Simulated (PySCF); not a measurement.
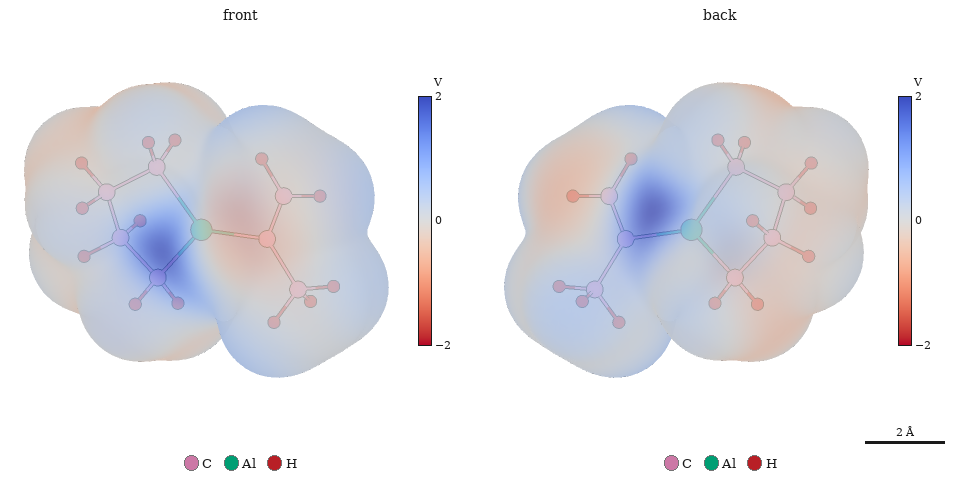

*C₇H₁₃Al. The molecular electrostatic potential painted on the density surface at 0.001 e/bohr³, seen from the front and from behind; the colour scale runs from red (negative) to blue (positive).*

Geometry: PBE0-D3(BJ)/def2-SVP.

Level of theory: PBE0/pcSseg-1, SCF density, gas phase, non-relativistic in PySCF.

```xyz
21

C    -2.5681    1.2026    0.8583
C    -2.1033    0.2467    0.0324
C    -3.0412   -0.5753   -0.8072
Al   -0.1568    0.0341    0.0227
C     1.2218    0.9668    1.0757
C     2.4888    0.5444    0.3063
C     2.3779   -0.9045   -0.2003
C     1.0732   -1.1233   -0.9913
H    -1.9027    1.8136    1.4800
H    -3.6424    1.4221    0.9535
H    -2.9487   -1.6496   -0.5746
H    -2.8082   -0.4793   -1.8811
H    -4.0960   -0.2873   -0.6619
H     1.2448    0.5464    2.1002
H     1.1439    2.0583    1.1993
H     2.6199    1.2078   -0.5692
H     3.4045    0.6634    0.9117
H     2.3878   -1.5791    0.6763
H     3.2740   -1.1671   -0.7898
H     1.1831   -0.7345   -2.0226
H     0.8150   -2.1889   -1.0982
```

**Describe the electrostatic potential map.**

The most negative region (about −0.5 V, or −12 kcal/mol for a unit charge) lies over the π face of C1 and C2, the most positive (about +1.7 V, or +39 kcal/mol for a unit charge) over Al4.

**What dipole moment does the calculation give?**

Its dipole moment is 0.73 D.
